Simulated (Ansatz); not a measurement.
## RbSbS3 (model cell, started as cubic perovskite with Sb in the octahedra): a soft mode frozen in

Wanted: the energy along a soft mode of RbSbS3 (model cell, started as cubic perovskite with Sb in the octahedra) and the structure at the end.

Main program and level: Ansatz 0.2.0; DFT PBEsol, scalar-relativistic, plane waves, PAW; PAW set soft_1.

The structure was built from a prototype and need not be the compound's stable phase.

## (1) The structure

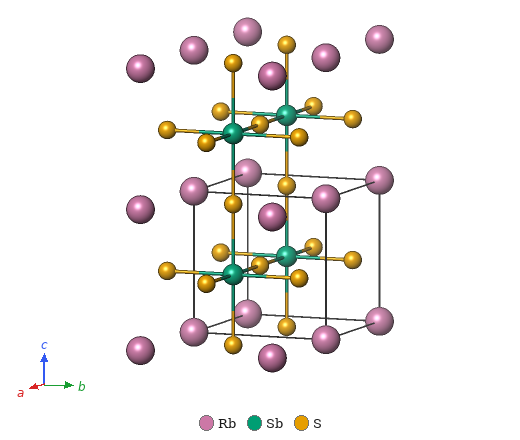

The cell as given, slightly off an axis (rubidium pink, antimony teal, sulfur orange). 2×1×2 cells are drawn. Some periodic images of atoms are drawn too.

## (2) The dispersion

The cell comes from relaxations at this level that are not shown. Stability and thermal properties need the whole zone. Linear response on a 2×2×2 q mesh gives force constants as far as a supercell of that size would.

The input, input.yaml:

```yaml
crystal:
  lattice:
    - [5.0714313962, 0.0, 0.0]
    - [0.0, 5.0714313962, 0.0]
    - [0.0, 0.0, 5.0714313962]
  atoms:
    - { symbol: Rb, position: [0.0, 0.0, 0.0] }
    - { symbol: Sb, position: [0.5, 0.5, 0.5] }
    - { symbol: S, position: [0.5, 0.5, 0.0] }
    - { symbol: S, position: [0.5, 0.0, 0.5] }
    - { symbol: S, position: [0.0, 0.5, 0.5] }
kpoints:
  mp_grid: { grid: [8, 8, 8] }
hamiltonian:
  xc: pbesol
  pseudopotentials: { kind: paw, azcp: { folder: soft_1 }, xc_functional: pbe }
scf:
  occupations: { method: methfessel_paxton, width: 0.2 }
output:
  eigenvalues: true
phonons:
  method: dfpt
  qmesh: [2, 2, 2]
  temperatures: { t_max: 1000, t_step: 50 }
  qpath:
    path:
      - [[0.0, 0.0, 0.0], [0.0, 0.5, 0.0], [0.5, 0.5, 0.0], [0.0, 0.0, 0.0], [0.5, 0.5, 0.5], [0.0, 0.5, 0.0]]
      - [[0.5, 0.5, 0.5], [0.5, 0.5, 0.0]]
    npoints: 10
```

Command:

```
> ansatz run input.yaml --threads 8 --pin off --max-ram 16384MiB --backend cpu --events-out ev --progress --plain --runs-dir out
```

Numbers of over 12 decimals in the logs are rounded to 6 here.

The program printed:

```text
Engine: ansatz 0.2.0, aarch64-unknown-linux-gnu
Pseudopotentials: kind: paw
Pseudopotential: Rb, paw, valence charge 9, recommended cutoff 420 eV (normal), soft_1/Rb.paw.azcp
Pseudopotential: Sb, paw, valence charge 15, recommended cutoff 420 eV (normal), soft_1/Sb.paw.azcp
Pseudopotential: S, paw, valence charge 6, recommended cutoff 420 eV (normal), soft_1/S.paw.azcp
Functional definition: PBEsol
  exchange = pbesol_x
  correlation = pbesol_c
Crystal: 5 atoms, lattice volume = 130.434 Å³
Basis set: ecut = 420 eV, 2517 PW (Γ), exchange–correlation on 72×72×72 points (8 copies of the dense FFT grid, shifted against one another)
Bands: 26, of which v1, the nominal top of the filled ones, is band 21 counted from 1 (20 counted from 0)
Symmetry: 48 space group operations
k-points: 35 of 512
Non-local potential: Rb, projectors of the file, l = 0: 3, l = 1: 2, l = 2: 2
Non-local potential: Sb, projectors of the file, l = 0: 2, l = 1: 2, l = 2: 2, l = 3: 1
Non-local potential: S, projectors of the file, l = 0: 2, l = 1: 2, l = 2: 1
PAW form: soft (Blöchl's): semilocal exchange-correlation on the pseudo side does not see the compensation charge
PAW frozen core: Rb, regenerated for the run's functional, and the local potential with it (the file was generated under x = pbe(κ = 0.804, μ = 0.219515), c = pbe(β = 0.066725))
PAW frozen core: Sb, regenerated for the run's functional, and the local potential with it (the file was generated under x = pbe(κ = 0.804, μ = 0.219515), c = pbe(β = 0.066725))
PAW frozen core: S, regenerated for the run's functional, and the local potential with it (the file was generated under x = pbe(κ = 0.804, μ = 0.219515), c = pbe(β = 0.066725))
PAW one-centre angular grid: Rb, 110 points (default); XC on 64 Gauss nodes
PAW one-centre angular grid: Sb, 590 points (default); XC on 64 Gauss nodes
PAW one-centre angular grid: S, 110 points (default); XC on 64 Gauss nodes
Initial density: superposition of atomic densities (chi_scale 0.1, normalization cell, long waves kept (reshape's long-wave potential 0.00 eV rms))
Initial wavefunctions: pseudopotential atomic-orbital guess
Functional: x = pbesol(κ = 0.804, μ = 0.123457), c = pbesol(β = 0.046)
SCF iter   1: F=—  HF=-12282.881126 eV  |F-HF|=—  |Δ(HF+E_count)|=         —  Δρ=3.30e-2  dr2=3.92e0  ethr=3.10e-3  ⟨swp⟩=7.3  Hψ=4844  notcnv=0
preconditioner: auto → Kerker (q_TF=auto, 2.259 Å⁻¹)  [metal: Δε(μ)=0.035 eV  Ē_g=10.461 eV  σ=0.200 eV  W_gap=0.15  n_scr=26 (ndim 8)  ℏωp=17.8 eV  f_vac=0.000  D(μ)=2.54/eV (n_scr^D=18)]
SCF iter   2: F=—  HF=-12282.048637 eV  |F-HF|=—  |Δ(HF+E_count)|=   8.32e-1  S|Δr|=    0.00e0  Δρ=2.01e-2  dr2=1.81e0  ethr=3.10e-3  ⟨swp⟩=3.3  Hψ=1604  notcnv=0  defer=15
SCF iter   3: F=—  HF=-12281.386704 eV  |F-HF|=—  |Δ(HF+E_count)|=   6.62e-1  S|Δr|=    0.00e0  Δρ=6.89e-3  dr2=1.66e-1  ethr=3.10e-3  ⟨swp⟩=3.9  Hψ=2142  notcnv=0  defer=13
SCF iter   4: F=—  HF=-12281.328301 eV  |F-HF|=—  |Δ(HF+E_count)|=   5.84e-2  S|Δr|=    0.00e0  Δρ=2.80e-3  dr2=3.15e-2  ethr=3.94e-4  ⟨swp⟩=2.5  Hψ=1288  notcnv=0  defer=4
SCF iter   5: F=—  HF=-12281.317765 eV  |F-HF|=—  |Δ(HF+E_count)|=   1.05e-2  S|Δr|=    0.00e0  Δρ=9.26e-4  dr2=2.04e-3  ethr=7.51e-5  ⟨swp⟩=2.2  Hψ=1408  notcnv=0  defer=4
SCF iter   6: F=—  HF=-12281.318306 eV  |F-HF|=—  |Δ(HF+E_count)|=   5.41e-4  S|Δr|=    0.00e0  Δρ=3.84e-4  dr2=3.30e-4  ethr=4.86e-6  ⟨swp⟩=2.0  Hψ=1652  notcnv=0  defer=3
SCF iter   7: F=—  HF=-12281.318265 eV  |F-HF|=—  |Δ(HF+E_count)|=   4.11e-5  S|Δr|=    0.00e0  Δρ=6.22e-5  dr2=4.57e-6  ethr=7.86e-7  ⟨swp⟩=2.0  Hψ=1507  notcnv=0  defer=3
SCF iter   8: F=—  HF=-12281.318282 eV  |F-HF|=—  |Δ(HF+E_count)|=   1.71e-5  S|Δr|=    0.00e0  Δρ=1.54e-5  dr2=5.04e-7  ethr=1.09e-8  ⟨swp⟩=2.8  Hψ=1746  notcnv=0  defer=3
SCF iter   9: F=—  HF=-12281.318281 eV  |F-HF|=—  |Δ(HF+E_count)|=   1.08e-6  S|Δr|=    0.00e0  Δρ=4.39e-6  dr2=5.44e-8  ethr=1.20e-9  ⟨swp⟩=2.0  Hψ=1305  notcnv=0  defer=6
SCF iter  10: F=—  HF=-12281.318281 eV  |F-HF|=—  |Δ(HF+E_count)|=   3.14e-8  S|Δr|=    0.00e0  Δρ=1.17e-6  dr2=3.76e-9  ethr=1.30e-10  ⟨swp⟩=2.2  Hψ=1417  notcnv=0  defer=6
SCF iter  11: F=—  HF=-12281.318281 eV  |F-HF|=—  |Δ(HF+E_count)|=   2.91e-9  S|Δr|=    0.00e0  Δρ=3.09e-7  dr2=1.84e-10  ethr=8.96e-12  ⟨swp⟩=2.3  Hψ=1379  notcnv=0  defer=6
SCF iter  12: F=-12281.318281 eV  HF=-12281.318281 eV  |F-HF|=3.64e-12  |Δ(HF+E_count)|=  2.33e-10  S|Δr|=    0.00e0  Δρ=5.36e-8  dr2=4.33e-12  ethr=1.00e-12  ⟨swp⟩=10.7  Hψ=6825  notcnv=0
SCF 1 converged in 12 iterations: F = -12281.318281 eV  dr2 = 4.33e-12
  greatest PAW one-centre occupation: 0.997 electrons in one spin orbital (limit 2), on the Sb atom at site 1 (counted from 0), in its partial waves of l = 2
Initial density: read from a saved state, or passed on in memory by an earlier SCF of this step, an earlier step, the calling program or the single point that the run made first
iter 1 solved again at ethr=4.17e-7 eV; its pass at ethr=3.10e-3 eV (dr2=1.75e-4 eV) is discarded
SCF iter   1: F=—  HF=-12281.318286 eV  |F-HF|=—  |Δ(HF+E_count)|=         —  Δρ=8.51e-7  dr2=1.01e-9  ethr=4.17e-7  ⟨swp⟩=3.3  Hψ=7867  notcnv=0
eigensolver tolerance schedule: the retry pair's looser diagonalisation over-reported the residual by 173277.13 of it (diagonalisation noise at an unbounded share of the residual, at the tolerance the schedule requests for it); recorded, not acted on — ethr = c·dr2/N_el stays at c = 1.0e-1
preconditioner: auto → Kerker (q_TF=auto, 2.259 Å⁻¹)  [metal: Δε(μ)=0.046 eV  Ē_g=9.981 eV  σ=0.200 eV  W_gap=0.19  n_scr=26 (ndim 8)  ℏωp=17.8 eV  f_vac=0.009  D(μ)=3.58/eV (n_scr^D=26)]
SCF iter   2: F=—  HF=-12281.318281 eV  |F-HF|=—  |Δ(HF+E_count)|=   4.95e-6  S|Δr|=    0.00e0  Δρ=4.10e-7  dr2=1.93e-10  ethr=2.41e-12  ⟨swp⟩=4.9  Hψ=3205  notcnv=0
SCF iter   3: F=—  HF=-12281.318281 eV  |F-HF|=—  |Δ(HF+E_count)|=  5.64e-11  S|Δr|=    0.00e0  Δρ=2.67e-7  dr2=8.79e-11  ethr=1.00e-12  ⟨swp⟩=1.0  Hψ=910  notcnv=0
SCF iter   4: F=—  HF=-12281.318281 eV  |F-HF|=—  |Δ(HF+E_count)|=  1.82e-11  S|Δr|=    0.00e0  Δρ=1.53e-7  dr2=3.04e-11  ethr=1.00e-12  ⟨swp⟩=1.0  Hψ=910  notcnv=0
SCF iter   5: F=-12281.318281 eV  HF=-12281.318281 eV  |F-HF|=3.64e-12  |Δ(HF+E_count)|=  1.46e-11  S|Δr|=    0.00e0  Δρ=5.39e-8  dr2=4.33e-12  ethr=1.00e-12  ⟨swp⟩=4.4  Hψ=3556  notcnv=0
SCF 2 converged in 5 iterations: F = -12281.318281 eV  dr2 = 4.33e-12
phonons: the bands overlap, so this run is a metal and interpolates without the dipole-dipole term. If the crystal is really an insulator or semiconductor, its LO-TO splitting is missing
NSCF: frozen V_eff on 35 k-points
NSCF: frozen V_eff on 125 k-points
DFPT response loops at q = (0, 0, 0) (fractional): preconditioner auto → Kerker (q_TF=auto, 2.259 Å⁻¹) (partly filled bands, converged f_vac=0.009); β = 1.00, the filter's whole step (`scf.mixing.beta` (0.50) is not read by the response loops under this deck's `scf.mixing.preconditioner`; to damp them name `kerker` or `kerker_dos`, under which they read `scf.mixing.beta`, and type it under 1.00, their step now; both keys bind the ground state too); Broyden in place of MSR1
NSCF: frozen V_eff on 250 k-points
DFPT response loops at q = (0, 0, -0.5) (fractional): mixed as the last ones told, above
NSCF: frozen V_eff on 250 k-points
DFPT response loops at q = (0, -0.5, -0.5) (fractional): mixed as the last ones told, above
NSCF: frozen V_eff on 250 k-points
DFPT response loops at q = (-0.5, -0.5, -0.5) (fractional): mixed as the last ones told, above
SCF converged after 12 iterations
Stability not checked: this state was not tested for a lower state beside it, because cold or Methfessel-Paxton smearing, or corrected tetrahedra, fill the levels in a way that the test cannot read (fill_not_monotonic; see scf.lower_state_search)
Free energy (F): -12281.318281 eV
Harris-Foulkes:  -12281.318281 eV  (|F-HF|=3.64e-12)
Internal energy: -12281.320559 eV  (E = F + TS)
E sigma→0 (E₀):  -12281.318850 eV
Entropy (-TS):   0.002279 eV (0.456 meV/atom)
Fermi energy:    5.352366 eV
--- Per-component energies (eV) ---
  E_band       = -293.873927
  E_kinetic    = 658.676972
  E_local      = -2912.579718  (includes V_loc(G=0)·N_el)
  E_nonlocal   = 685.035889
  E_hartree    = 1083.949540
  E_xc         = -483.870953
  E_vxc        = -465.684206  (∫ρ·V_xc dr)
  E_paw        = -8818.040582  (= ΣΔE_a)
  E_vpaw       = -427.222025  (= ΣTr[D̂ρ^β])
  E_aug_tail   = 0.000114  (compensation charges beyond the density's cutoff)
  E_ewald      = -2495.133196
  E_core_change = 0.641374  (= ΣΔE_core)
  E_smearing   = 0.002279  (= −TS)
  E_closure    = 0.000000  (closes the sum)
  Σ components = -12281.318281   (vs F -12281.318281, Δ=0.00e0)
--- Band table (eV; the first three rows and the last of 35) ---
  k-point 0: bands = [... 17 lower, 4.6660, 4.6660, 4.8534, 4.8534, 4.8534, 9.9656, 10.5503, 10.5503, ... 1 higher]
  k-point 1: bands = [... 17 lower, 4.5984, 4.5993, 4.7738, 4.8057, 4.8057, 10.2181, 10.6221, 10.7927, ... 1 higher]
  k-point 2: bands = [... 17 lower, 4.4126, 4.4487, 4.6976, 4.7281, 4.7281, 10.7003, 10.8298, 10.9702, ... 1 higher]
  k-point 34: bands = [... 17 lower, 4.0075, 5.7565, 5.7565, 5.7565, 6.7422, 6.7422, 6.7422, 9.0167, ... 1 higher]
--- Phonons (Γ-DFPT): 4 representative perturbations + reference (Σ response iterations 12) ---
  ASR residual: 1.620e-5 → 0.000e0 eV/Å²; symmetrization residual: 1.615e-6 eV/Å²
  ASR residual per site (eV/Å²): 1.62e-5 1.35e-6 7.67e-6 7.67e-6 7.67e-6
  Γ frequencies (cm⁻¹): -79.32 -79.32 -79.32 -4.77 -4.77 -4.77 0.00 0.00 0.00 75.53 75.53 75.53 199.65 199.65 199.65
--- Phonons (arbitrary-q DFPT): 4 irreducible q on the 2×2×2 mesh ---
  q = [0.0000, 0.0000, 0.0000] (star 1, of the zone-centre solve; hermiticity 8.05e-7, symmetrization 1.95e-11): -79.32 -79.32 -79.32 -4.77 -4.77 -4.77 -0.00 -0.00 0.00 75.53 75.53 75.53 199.65 199.65 199.65
  q = [0.0000, 0.0000, -0.5000] (star 3, 9 solved perturbations in 975 linear systems a pass and spin channel, the states on 125 of 512 k-point pairs; hermiticity 1.05e-6, symmetrization 8.47e-12): -125.77 -111.96 -74.23 -74.23 -58.74 -58.74 51.84 51.84 64.05 64.94 64.94 150.16 212.13 212.13 243.24
  q = [0.0000, -0.5000, -0.5000] (star 3, 9 solved perturbations in 975 linear systems a pass and spin channel, the states on 125 of 512 k-point pairs; hermiticity 8.45e-7, symmetrization 1.35e-13): -120.31 -120.31 -73.81 -73.81 -53.25 -28.47 37.26 58.57 64.80 64.80 151.28 151.28 218.53 224.32 245.32
  q = [-0.5000, -0.5000, -0.5000] (star 1, 4 solved perturbations in 350 linear systems a pass and spin channel, the states on 125 of 512 k-point pairs; hermiticity 2.89e-7, symmetrization 1.48e-11): -71.59 -71.59 -71.59 -62.20 -62.20 -62.20 67.39 67.39 67.39 151.11 151.11 151.11 219.53 219.53 270.03
  sum rule: each row above includes the acoustic sum rule's correction from the zone centre's row sums; it moved no ω² by more than (0.26 cm⁻¹)²
  mesh force constants: q→R imaginary residual 2.72e-18; ASR residual 1.620e-5 → 0.000e0 eV/Å²; symmetrization residual 6.217e-15 eV/Å²
  interpolated dispersion: 62 rows × 15 modes
  density of states and harmonic sums: on the 12×12×12 q-mesh, interpolated from the force constants of a 2×2×2 supercell (no non-analytic term)
  largest difference from the sums on the solved wave vectors: F 6.50e-2 eV, S 9.71e-5 and C_V 3.23e-5 eV/K
  zero-point energy: 0.072775 eV/cell   skipped modes (ω ≤ 0): 507, of them read as no rigid motion or as one in doubt: 504 (6.000e0 modes/cell left out, lowest -125.77 cm⁻¹)   left out of the sums: 4.00e-1 of the cell's modes: C_V's classical limit lies that fraction below 3 k_B per atom; for a crystal, a wire or a layer, F and S can be off by more, and a phonons.interpolated_qmesh denser along its periods is the remedy for the sampling
```

The job ended after 96 s (8 threads of Arm Neoverse V2, shared host; peak memory 1.4 GiB).

Numbers from this step:

```
volume per atom                                         : 26.09 Å³
gap on the k-mesh                                       : 0 eV
sum-rule residual before enforcement                    : 1.62e-5 eV/Å²
lowest frequency on the path                            : -125.8 cm⁻¹
point group                                             : m-3m
highest frequency on the path or at a solved wavevector : 270.0 cm⁻¹
highest optical mode at the zone centre (no LO-TO term) : 199.7 cm⁻¹
lowest optical zone-centre mode                         : -79.32 cm⁻¹
lowest mode on the q mesh (acoustic modes at Γ apart)   : -125.8 cm⁻¹
```

Frequencies (cm⁻¹) solved at each irreducible wavevector; negative means imaginary. Frequencies by wavevector, by row:

| q in reciprocal lattice units | star | mode 1 | mode 2 | mode 3 | mode 4 | mode 13 | mode 14 | mode 15 |
| --- | --- | --- | --- | --- | --- | --- | --- | --- |
| 0 0 0 | 1 | -79.3 | -79.3 | -79.3 | -4.8 | 199.7 | 199.7 | 199.7 |
| 0 0 -0.5 | 3 | -125.8 | -112 | -74.2 | -74.2 | 212.1 | 212.1 | 243.2 |
| 0 -0.5 -0.5 | 3 | -120.3 | -120.3 | -73.8 | -73.8 | 218.5 | 224.3 | 245.3 |
| -0.5 -0.5 -0.5 | 1 | -71.6 | -71.6 | -71.6 | -62.2 | 219.5 | 219.5 | 270 |

Interpolated from a 2×2×2 q mesh. The phonon branches at the labelled points (cm⁻¹):

| point | branch 1 | branch 2 | branch 3 | branch 4 | branch 12 | branch 13 | branch 14 | branch 15 |
| --- | --- | --- | --- | --- | --- | --- | --- | --- |
| Γ | -79 | -79 | -79 | -5 | 76 | 200 | 200 | 200 |
| X | -126 | -112 | -74 | -74 | 150 | 212 | 212 | 243 |
| M | -120 | -120 | -74 | -74 | 151 | 218 | 224 | 245 |
| Γ | -79 | -79 | -79 | -5 | 76 | 200 | 200 | 200 |
| R | -72 | -72 | -72 | -62 | 151 | 220 | 220 | 270 |
| X | -126 | -112 | -74 | -74 | 150 | 212 | 212 | 243 |
| jump to R | -72 | -72 | -72 | -62 | 151 | 220 | 220 | 270 |
| M | -120 | -120 | -74 | -74 | 151 | 218 | 224 | 245 |

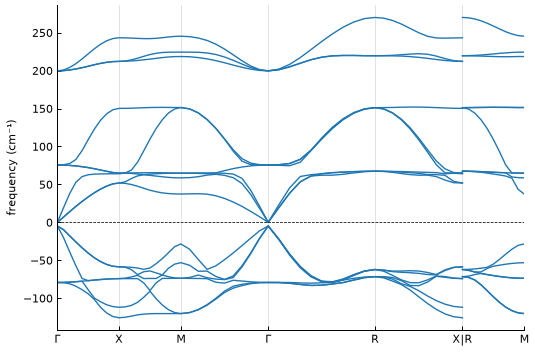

Phonon branches along the path.

Symmetry leaves 4 wavevectors to solve. The lowest mode among them, the acoustic zeros apart, lies at q = (0, 0, -0.5) and is imaginary, 125.8i cm⁻¹, so the energy falls along it.

## (3) The mode frozen in, largest atomic shift 0 Å

The mode followed lies at q = (0, -0.5, -0.5) with frequency 120.3i cm⁻¹ and is 2-fold degenerate, one of the unstable modes though not the softest. At small amplitude the distorted cell has space group no. 65 by a symmetry search on the positions. The undistorted cell that holds it gives the zero of energy on the same k mesh.

System of this step: RbSbS3 (model cell, started as cubic perovskite with Sb in the octahedra). It takes space group Pm-3m (No. 221, cubic). The conventional cell has a = 5.071 Å, b = 5.071 Å, c = 5.071 Å, α = 90.00°, β = 90.00°, γ = 90.00°. Nearest to Rb lie 12 S at 3.59 Å. Sb has 6 S at 2.54 Å nearest. Nearest to S lie 2 Sb at 2.54 Å and 4 Rb at 3.59 Å. S has 2 Sb at 2.54 Å and 4 Rb at 3.59 Å nearest. Farther neighbours and most contacts between anions are not listed.

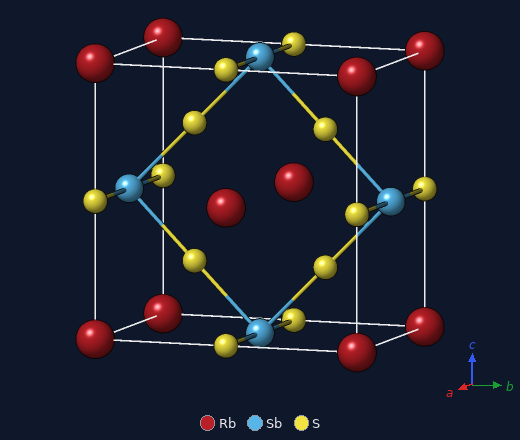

The cell of this step (rubidium red, antimony blue, sulfur yellow). Some periodic images of atoms are drawn too.

The input, input.yaml:

```yaml
crystal:
  lattice:
    - [-5.0714313962, 0.0, 0.0]
    - [0.0, -5.0714313962, -5.0714313962]
    - [0.0, -5.0714313962, 5.0714313962]
  atoms:
    - { symbol: Rb, position: [0.0, 0.5, 0.5] }
    - { symbol: Rb, position: [0.0, 1.0, 1.0] }
    - { symbol: Sb, position: [0.5, 0.0, 0.5] }
    - { symbol: Sb, position: [0.5, 0.5, 0.0] }
    - { symbol: S, position: [0.5, 0.75, 0.75] }
    - { symbol: S, position: [0.5, 0.25, 0.25] }
    - { symbol: S, position: [0.5, 0.75, 0.25] }
    - { symbol: S, position: [0.5, 0.25, 0.75] }
    - { symbol: S, position: [1.0, 0.0, 0.5] }
    - { symbol: S, position: [1.0, 0.5, 0.0] }
kpoints:
  mp_grid: { grid: [8, 6, 6] }
hamiltonian:
  xc: pbesol
  pseudopotentials: { kind: paw, azcp: { folder: soft_1 }, xc_functional: pbe }
scf:
  occupations: { method: methfessel_paxton, width: 0.2 }
output:
  forces: true
  stress: true
  eigenvalues: true
```

The program printed:

```text
[...]
Crystal: 10 atoms, lattice volume = 260.869 Å³
Basis set: ecut = 420 eV, 5061 PW (Γ), exchange–correlation on 72×96×96 points (8 copies of the dense FFT grid, shifted against one another)
Bands: 52, of which v1, the nominal top of the filled ones, is band 42 counted from 1 (41 counted from 0)
Symmetry: 32 space group operations
[...]
k-points: 50 of 288
[...]
k-point 0: bands = [... 38 lower, 4.6715, 4.8539, 4.8557, 4.8557, 5.7224, 7.2850, 7.5367, 7.5367, ... 6 higher]
  k-point 1: bands = [... 38 lower, 4.6809, 4.7532, 4.8029, 4.8677, 5.5892, 6.2852, 8.0345, 8.6151, ... 6 higher]
  k-point 2: bands = [... 38 lower, 4.6568, 4.6593, 4.6621, 4.9535, 5.3494, 5.3562, 9.1407, 9.8282, ... 6 higher]
  k-point 49: bands = [... 38 lower, 3.9945, 3.9945, 5.7237, 5.7237, 7.2879, 7.2879, 7.5371, 7.5371, ... 6 higher]
[key lines of the parts left out:]
SCF converged after 9 iterations
Free energy (F): -24562.642996 eV
Fermi energy:    5.358997 eV
P = ⅓ Tr σ = -0.1194 GPa (-1.194 kbar)
```

The job ended after 4.5 s (8 threads; peak memory 1.1 GiB).

This step gave:

```
pressure                         : -0.1194 GPa
energy from the undistorted cell : 0 meV/atom
```

The run ends at a pressure of -0.12 GPa.

## (4) The mode frozen in, largest atomic shift 0.45 Å

The atoms are moved along the unstable eigenvector, the largest shift by 0.45 Å, with the cell fixed.

input.yaml, the sections that differ from step 3:

```yaml
crystal:
  lattice:
    - [-5.0714313962, 0.0, 0.0]
    - [0.0, -5.0714313962, -5.0714313962]
    - [0.0, -5.0714313962, 5.0714313962]
  atoms:
    - { symbol: Rb, position: [0.0, 0.5028387742, 0.4971612258] }
    - { symbol: Rb, position: [0.0, 0.9971612258, 1.0028387742] }
    - { symbol: Sb, position: [0.5, -0.0050957288, 0.4949042712] }
    - { symbol: Sb, position: [0.5, 0.5050957288, 0.0050957288] }
    - { symbol: S, position: [0.5, 0.75, 0.75] }
    - { symbol: S, position: [0.5, 0.25, 0.25] }
    - { symbol: S, position: [0.5, 0.75, 0.25] }
    - { symbol: S, position: [0.5, 0.25, 0.75] }
    - { symbol: S, position: [1.0, 0.0443661725, 0.5443661725] }
    - { symbol: S, position: [1.0, 0.4556338275, -0.0443661725] }
# kpoints, hamiltonian, scf, output: as in step 3
```

The program printed:

```text
[...]
Crystal: 10 atoms, lattice volume = 260.869 Å³
Basis set: ecut = 420 eV, 5061 PW (Γ), exchange–correlation on 72×96×96 points (8 copies of the dense FFT grid, shifted against one another)
Bands: 52, of which v1, the nominal top of the filled ones, is band 42 counted from 1 (41 counted from 0)
Symmetry: 8 space group operations
[...]
k-points: 65 of 288
[...]
k-point 0: bands = [... 38 lower, 4.7300, 4.8265, 4.9347, 5.0700, 5.7667, 7.1810, 7.5143, 7.5555, ... 6 higher]
  k-point 1: bands = [... 38 lower, 4.7285, 4.7804, 4.9204, 5.0113, 5.6271, 6.3930, 7.8662, 8.6172, ... 6 higher]
  k-point 2: bands = [... 38 lower, 4.6994, 4.7825, 4.8541, 4.9954, 5.3918, 5.5925, 8.9817, 9.7581, ... 6 higher]
  k-point 64: bands = [... 38 lower, 4.2781, 4.4522, 5.4625, 5.6999, 6.7802, 6.9351, 7.6703, 7.7846, ... 6 higher]
[key lines of the parts left out:]
SCF converged after 11 iterations
Free energy (F): -24562.786468 eV
Fermi energy:    5.428936 eV
P = ⅓ Tr σ = -0.2225 GPa (-2.225 kbar)
```

Run time: 6.5 s. Hardware: 8 threads; peak memory 1.2 GiB; 49 s of CPU time.

Numbers from this step:

* pressure: -0.2225 GPa
* energy from the undistorted cell: -14.30 meV/atom

The energy, extrapolated to zero smearing, is -14.30 meV/atom against the undistorted cell.

The run ends at a pressure of -0.22 GPa, with forces up to 0.18 eV/Å.

(Continued in part 2 of 3.)

[Logs are printed without paths, hosts, clocks, repeated set-up lines and the standing remarks that a program may print on its own settings, such as how far it seeks lower states.]

[Hosts, paths, dates, database ids (printed as entryN), source tags and the programs' standing remarks are cut or masked in the printed files.]
